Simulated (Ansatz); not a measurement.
# CoSi2: pressure series

Take CoSi₂ (space group Fm-3m, No. 225; a = 5.3149 Å; non-magnetic) as the base.

Cell and atoms are relaxed at each pressure.

Level of theory: r2SCAN (Ansatz, a quantum-chemistry and plane-wave program; PAW; 500 eV plane waves; no spin-orbit coupling).

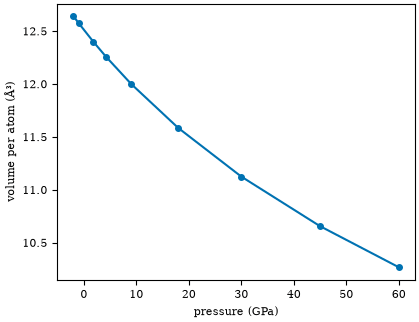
*Volume against pressure*

Problem. Estimate the zero-pressure bulk modulus from the plot.

Solution. About 200 GPa; a third-order Birch–Murnaghan fit to the points gives V₀ = 12.51 Å³/atom, B₀ = 198 GPa and B₀′ = 4.3.

Load acts through the strain it causes; cell and atoms are relaxed under it. No phonon test of stability was made. No other phases were tried under pressure. Starting moments died away, wholly or in part, for the base; another magnetic solution may exist. All final runs are without spin polarisation. An odd electron count without spin: CoSi2.
